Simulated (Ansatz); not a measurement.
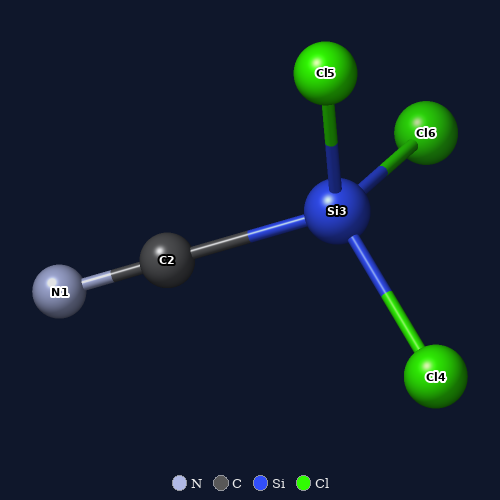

The system is CCl3NSi, SMILES N#C[Si](Cl)(Cl)Cl; the picture shows the reference structure. First axis: bond length Si3–Cl4. Second axis: bond length Si3–Cl6. Nothing is relaxed (all other coordinates rigid). The scan uses a 15 × 15 grid; 120 points were computed and 105 follow by symmetry. Energies: kJ/mol, counted from the lowest grid point. Level of theory: Ansatz 0.2.0, RKS PBE-D4/def2-SVP.

Its coordinates:

```xyz
6

N     1.8709   -1.3951    0.9869
C     1.0051   -0.7520    0.5249
Si   -0.3569    0.2596   -0.2019
Cl   -1.7629   -1.0196   -0.9611
Cl    0.4395    1.4273   -1.6825
Cl   -1.1537    1.4159    1.2873
```

Range: bond length Si3–Cl4 from 1.760 to 2.866 Å; bond length Si3–Cl6 from 1.760 to 2.866 Å.

> What landscape does the calculation give?

The lowest grid point is at bond length Si3–Cl4 = 2.076 Å, bond length Si3–Cl6 = 2.076 Å. No other kind of well shows on this grid. The highest grid point, bond length Si3–Cl4 = 2.866 Å, bond length Si3–Cl6 = 2.866 Å, lies 430 kJ/mol above the lowest. Round the minimum the contours are nearly round: the two directions are equally stiff and uncoupled.

| bond length Si3–Cl6 ↓, bond length Si3–Cl4 → | 1.760 | 1.839 | 1.918 | 1.997 | 2.076 | 2.155 | 2.234 | 2.313 | 2.392 | 2.471 | 2.550 | 2.629 | 2.708 | 2.787 | 2.866 |
| --- | --- | --- | --- | --- | --- | --- | --- | --- | --- | --- | --- | --- | --- | --- | --- |
| 2.866 | 326 | 262 | 227 | 213 | 213 | 223 | 240 | 261 | 285 | 310 | 335 | 360 | 384 | 408 | 430 |
| 2.787 | 303 | 239 | 204 | 190 | 190 | 200 | 217 | 238 | 262 | 287 | 312 | 337 | 362 | 385 | 408 |
| 2.708 | 279 | 215 | 180 | 166 | 166 | 176 | 193 | 214 | 238 | 263 | 289 | 314 | 338 | 362 | 384 |
| 2.629 | 255 | 191 | 156 | 142 | 142 | 152 | 168 | 190 | 213 | 238 | 264 | 289 | 314 | 337 | 360 |
| 2.550 | 231 | 167 | 131 | 117 | 117 | 127 | 143 | 164 | 188 | 213 | 239 | 264 | 289 | 312 | 335 |
| 2.471 | 207 | 142 | 107 | 92 | 92 | 102 | 118 | 139 | 163 | 188 | 213 | 238 | 263 | 287 | 310 |
| 2.392 | 183 | 119 | 83 | 68 | 67 | 77 | 94 | 115 | 138 | 163 | 188 | 213 | 238 | 262 | 285 |
| 2.313 | 161 | 96 | 60 | 45 | 45 | 54 | 70 | 91 | 115 | 139 | 164 | 190 | 214 | 238 | 261 |
| 2.234 | 143 | 77 | 41 | 25 | 24 | 34 | 50 | 70 | 94 | 118 | 143 | 168 | 193 | 217 | 240 |
| 2.155 | 129 | 63 | 26 | 10 | 9 | 18 | 34 | 54 | 77 | 102 | 127 | 152 | 176 | 200 | 223 |
| 2.076 | 122 | 55 | 18 | 2 | 0 | 9 | 24 | 45 | 67 | 92 | 117 | 142 | 166 | 190 | 213 |
| 1.997 | 126 | 58 | 21 | 4 | 2 | 10 | 25 | 45 | 68 | 92 | 117 | 142 | 166 | 190 | 213 |
| 1.918 | 145 | 77 | 38 | 21 | 18 | 26 | 41 | 60 | 83 | 107 | 131 | 156 | 180 | 204 | 227 |
| 1.839 | 185 | 116 | 77 | 58 | 55 | 63 | 77 | 96 | 119 | 142 | 167 | 191 | 215 | 239 | 262 |
| 1.760 | 255 | 185 | 145 | 126 | 122 | 129 | 143 | 161 | 183 | 207 | 231 | 255 | 279 | 303 | 326 |

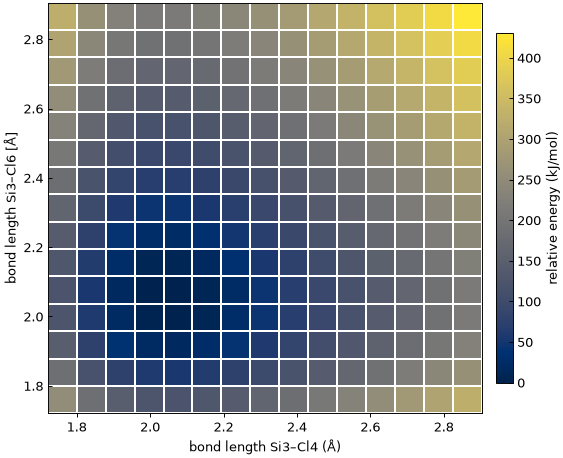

Drawn: one coloured cell a grid point.

Each point was launched as `ansatz run input.yaml --threads 1 --pin off --max-ram 2560MiB --backend cpu --events-out ev --progress --plain --runs-dir out`. The whole map (120 points run) took 8.6 min on 1 thread of Arm Neoverse V1, on a shared host.
